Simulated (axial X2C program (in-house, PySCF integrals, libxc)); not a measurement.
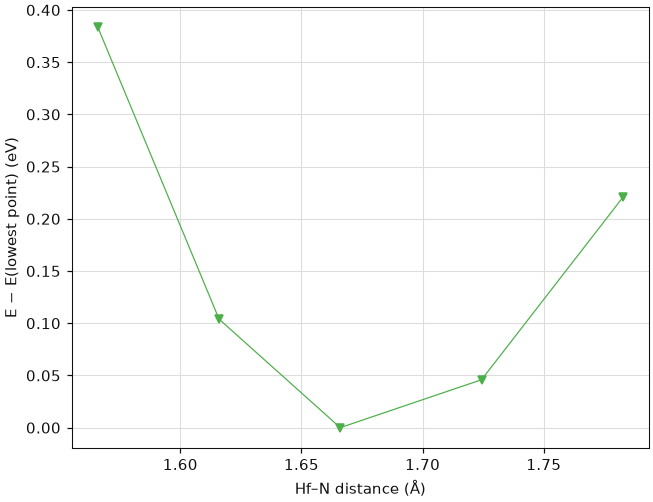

**Figure 1.** Energy at 5 bond lengths, for one set of occupations held fixed; the line joins the points. A polynomial of degree 3 through 5 points gives rₑ = 1.678 Å, ωₑ = 1019 cm⁻¹ and Bₑ = 0.4609 cm⁻¹. The minimum lies 4.52 eV below Hf⁺ + N, each computed as one determinant at the same level.

**Relativistic diatomic calculation, with input and output: HfN⁺**

- system: HfN⁺, single determinant with Ω = 0.
- method: B3LYP, two-component X2C with atomic mean-field Coulomb and Gaunt terms, Hf dyall-cv3z, N dyall-av3z (cores contracted) (axial X2C program (in-house, PySCF integrals, libxc))

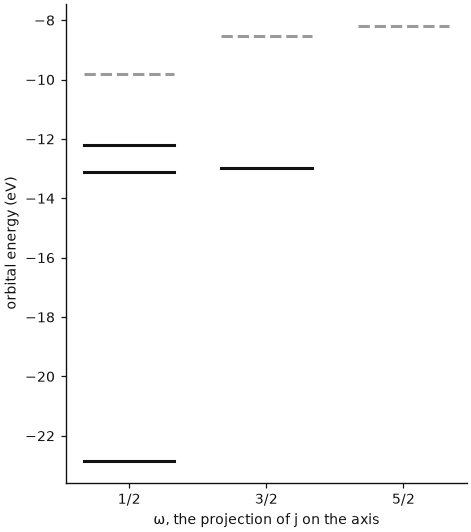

**Figure 2.** Orbital energies near the frontier at 1.67 Å, filled (solid) and empty (dashed); the Kramers partners at −ω are degenerate and not drawn. The highest filled spinor (1/2; 54 % N p, 29 % Hf d) lies at −12.22 eV, the lowest empty one (1/2; 57 % Hf s, 14 % N p) at −9.81 eV.

These pictures come from the run below.

**Input**
```
{"zs": [72, 7], "q": 1, "bas": ["dyall-cv3z", "dyall-av3z"], "levels": ["PBE0", "HF", "B3LYP"], "cc": true, "r0": 1.88, "thr": -1.0, "nmax": 90, "npts": 10, "nst": 2, "ntry": 6}
```

The line is the task of a batch: nuclear charges, charge, bases, the levels to run, a first guess of the distance and further settings. This report covers B3LYP with spin-orbit coupling. The log is that of the reference distance 1.666 Å.

Launched within a batch (the task file carries these settings):
```bash
python <driver script> task.json out
```

**The program's output**
```
two-component X2C + atomic mean field  B3LYP
basis functions 242  fitting functions 1204  grid points 5077
iter        total energy     max residual
   1     -15131.465787877     1.18e-01
   2     -15131.466966425     7.11e-03
   3     -15131.467299473     1.64e-02
   4     -15131.467398741     1.19e-02
   5     -15131.467412773     6.02e-03
   6     -15131.467435545     9.49e-04
   7     -15131.467436450     6.95e-04
   8     -15131.467437074     2.18e-04
   9     -15131.467437190     5.81e-05
  10     -15131.467437194     9.48e-06
converged
one-electron -21055.77674149  Coulomb 6096.94388309  exact exchange -62.81994147  xc functional -257.18857408  nuclear repulsion 160.08722347  atomic mean-field constant -12.71328672
```

**The points of the curve**

| R (Å) | E (hartree) | dipole (D; origin at the first atom, positive when the second is positive) | highest filled (eV) | lowest empty (eV) |
| --- | --- | --- | --- | --- |
| 1.566 | −15131.453351 | −4.87 | −12.42 | −9.59 |
| 1.616 | −15131.463618 | −5.09 | −12.31 | −9.70 |
| 1.666 | −15131.467437 | −5.24 | −12.22 | −9.81 |
| 1.724 | −15131.465751 | −5.32 | −12.16 | −9.92 |
| 1.783 | −15131.459335 | −5.28 | −12.17 | −10.03 |

**Key numbers**

- outcome: converged
- bond length rₑ: 1.678 Å
- ωₑ: 1019 cm⁻¹
- energy at the minimum: −15131.46756 hartree
- depth below the fragments: 4.52 eV
- hardware: 1 thread of Arm Neoverse V2, 24 GiB of memory available, shared host
- wall time: 14 s
- peak memory: 0.61 GiB

**Notes**

To bear in mind: 5 of the 10 points asked for were kept.
